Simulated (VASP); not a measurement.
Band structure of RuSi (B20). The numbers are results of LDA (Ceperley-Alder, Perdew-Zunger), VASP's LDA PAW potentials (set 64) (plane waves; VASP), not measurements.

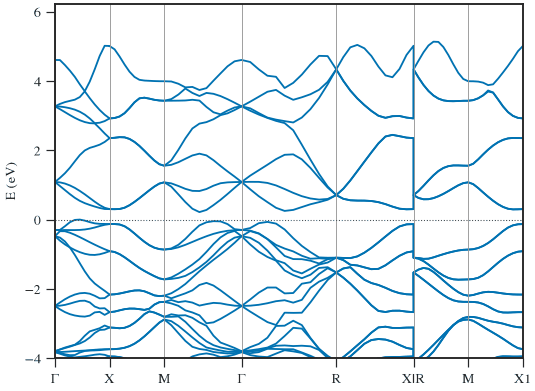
Figure. Bands along high-symmetry lines, zero at the valence-band maximum or, without a gap, the Fermi level

Read the plot: is there a gap, and where are the band edges?

The gap is indirect, 0.22 eV, from the valence maximum at Γ-X at 0.45 to the conduction minimum at M-Γ at 0.45. (Edges off the drawn lines would not show.)

The compound is RuSi in the B20 structure. It was relaxed first.
